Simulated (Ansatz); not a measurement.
Consider SiO2 (space group P3_221, No. 154; a = 4.866 Å, c = 5.365 Å). Axes: x lies along a and z along c of the hexagonal cell.

One thing is altered: uniaxial strain ε_xx = +1.50 %, all other strain components held at zero, atoms relaxed at fixed cell.

Level of theory: Kohn–Sham DFT with the LDA functional, run in Ansatz (an electronic-structure program) with PAW and 420 eV plane waves, spin-orbit coupling left out.

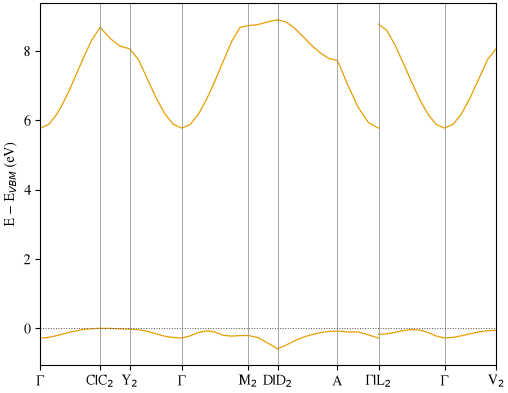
Fig. 1. Highest valence and lowest conduction band along the path of the changed cell's own zone

The gap is 5.77 eV, indirect, C₂ → Γ; the base has 5.83 eV.

No phonon test of stability was made. Labels are those of the standard path for the cell's own space group.
